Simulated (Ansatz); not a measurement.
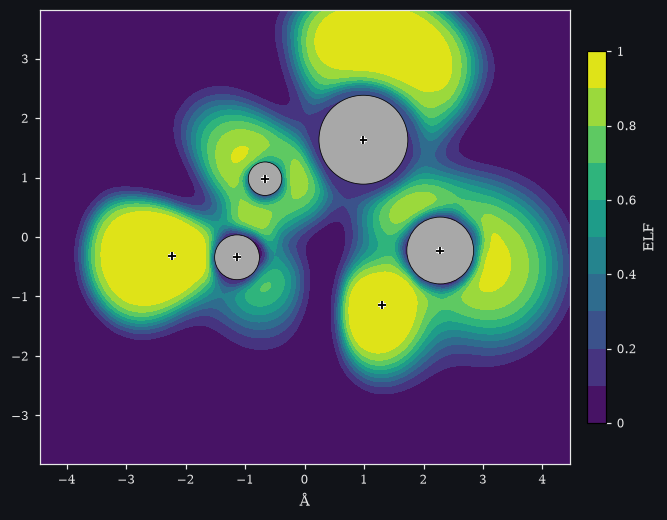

The ELF on a plane through atoms (crosses mark nuclei in the plane; grey discs cover the cores).

All numbers below come from Ansatz 0.2.0, RKS PBE0-D4/def2-TZVPP.

Candidates:
A. C3H6Zn (SMILES C=[CH][Zn][CH3])
B. C3H9AlO (SMILES CC(C)[O][AlH2])
C. CH4GeOS (SMILES C[O][Ge][SH])

**Which candidate gave the map?**

Candidate C: CH4GeOS on the plane of atoms Ge3, S4 and H8, which holds C, O, Ge, S and H. C–O (1.40 Å): the ELF peaks at about 0.85 between the atoms (a shared but strongly polarised pair). Ge–O (1.78 Å): the ELF peaks at about 0.85 in the valence shell of O, 0.6 Å from its nucleus, and is about 0.30 at the midpoint.
